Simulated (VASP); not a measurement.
Band structure of EuCuP (space group P6_3/mmc). Method: PBEsol GGA, VASP's PBE PAW potentials (set 64) (plane waves; VASP).

The 4f electrons are frozen in the core of the lanthanide potential, so 4f levels, which can set the real gap, and their magnetism are missing.

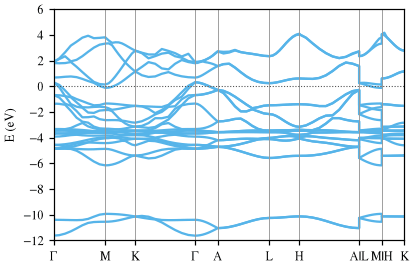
Figure. Bands along high-symmetry lines, zero at the valence-band maximum or, without a gap, the Fermi level

Problem. Read the plot: is there a gap, and where are the band edges?

Solution. It has no gap at this level: it comes out as a metal or semimetal. (Edges off the drawn lines would not show.)

The structure comes from a computed database's EuCuP entry (P6_3/mmc); how it stands against other phases isn't given here. It was relaxed first, which changed the volume by -6 %.
